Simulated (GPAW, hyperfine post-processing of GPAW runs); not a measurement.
# Reading the 17O spectrum of MgV2O2F6

Calculated values: DFT, revPBE+U, plane-wave PAW, GPAW setups, collinear spin, scalar-relativistic (GPAW), contact and point-dipole shifts scaled to 320 K with Θ = 0 K (a pure Curie law); spin-only moments, above the ordering temperature.

```cif
data_structure
_symmetry_space_group_name_H-M 'P 1'
_symmetry_Int_Tables_number 1
_cell_length_a 6.6638
_cell_length_b 6.6638
_cell_length_c 4.6061
_cell_angle_alpha 110.038
_cell_angle_beta 110.038
_cell_angle_gamma 40.482
_cell_volume 123.62
loop_
_atom_site_label
_atom_site_type_symbol
_atom_site_fract_x
_atom_site_fract_y
_atom_site_fract_z
_atom_site_occupancy
V1 V 0.95237 0.40919 0.20702 1
V2 V 0.59081 0.04763 0.79298 1
Mg3 Mg 0.24473 0.75527 0.50000 1
F4 F 0.89331 0.96396 0.15532 1
F5 F 0.65139 0.73708 0.91230 1
F6 F 0.59293 0.54898 0.29246 1
F7 F 0.03604 0.10669 0.84469 1
F8 F 0.26292 0.34861 0.08770 1
F9 F 0.45102 0.40707 0.70754 1
O10 O 0.83830 0.77172 0.52154 1
O11 O 0.22828 0.16170 0.47846 1
```

17O MAS at 9.4 T (54.3 MHz), 30 kHz, 320 K; contact and dipolar shift alone, no orbital or quadrupolar part; lines under 1.5 % of the strongest are left out. Lines of the NMR spectrum (strongest = 100):

| position (ppm) | intensity |
| --- | --- |
| -3206.0 | 2.4 |
| -2653.2 | 33 |
| -2100.5 | 100 |
| -1547.8 | 19 |
| -995.1 | 8.3 |

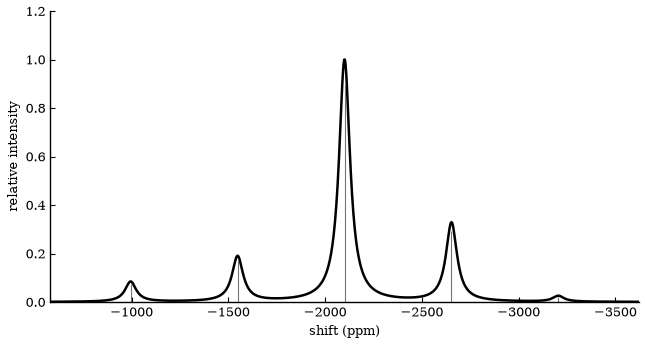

The NMR spectrum, broadened with Lorentzians of width 69 ppm; bars mark the lines.

Q: Find the isotropic shifts among the lines and assign them to the O sites.

Sidebands are spaced by 553 ppm (the spinning rate over the resonance of 54.3 MHz). An isotropic line need not be the tallest: it is the area-weighted centre of its own family of sidebands, and the one that stays put when the rate is changed. Isotropic shifts: -2101 ppm for atom 10 and the 1 atom equivalent to it (bonded to 2 V at 1.70 to 2.02 Å), reduced anisotropy 1003 ppm.

[Logs are printed without paths, hosts, clocks, repeated set-up lines and the standing remarks that a program may print on its own settings, such as how far it seeks lower states.]

[Hosts, paths, dates, database ids (printed as entryN), source tags and the programs' standing remarks are cut or masked in the printed files.]
